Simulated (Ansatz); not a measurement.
# What Ir on a Sn site, symmetric start does to Sn

Take an 8-atom supercell of Sn (space group I4_1/amd, No. 141; a = 5.9471 Å, c = 3.2122 Å) at its relaxed geometry as the base.

Modification: a neutral Ir on a Sn site, symmetric start, atoms relaxed at fixed cell.

Level of theory: PBE in Ansatz (plane waves to 420 eV, PAW, no SOC), earlier PAW set. k-mesh 7×7×7 (Γ-centred); smearing 0.05 eV (Fermi–Dirac).

The pressure falls by 3.1 GPa (0.1 GPa → -3.0 GPa) and the mean distance from the defect site to its nearest host atoms shrinks by 0.43 Å (3.08 Å → 2.65 Å).

Final structure:

```xyz
8
Lattice="-5.9471 0.0000 3.2122 0.0000 0.0000 6.4244 0.0000 5.9471 -3.2122" Properties=species:S:1:pos:R:3 pbc="T T T"
Ir    -5.9471     2.9735     4.0152
Sn    -2.9735     0.0000     5.6213
Sn    -5.9471     2.9735     7.2274
Sn    -2.9735     0.0000     2.4091
Sn     0.0000     0.3942     0.2137
Sn    -2.5794     2.9735     1.3924
Sn     0.0000    -0.3942     3.4259
Sn    -3.3677     2.9735     4.6046
```

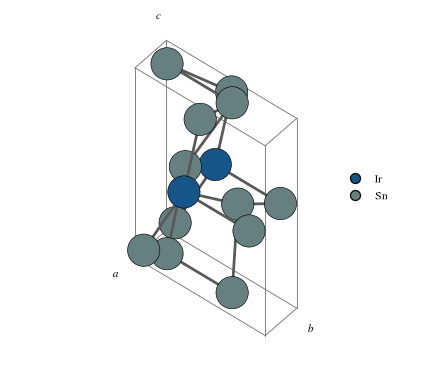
The relaxed cell after the change

Cost of the whole job for the changed cell (relaxation, final SCF and bands): very roughly 7 core-minutes.

The cell is small, so the values are those of an ordered compound at a high defect concentration; dilute-limit values will differ. The defect started on the symmetric site and kept its symmetry, so it may sit on a saddle. All final runs are without spin polarisation. The defect cell is not spin-polarised.

Ansatz is an electronic-structure program.
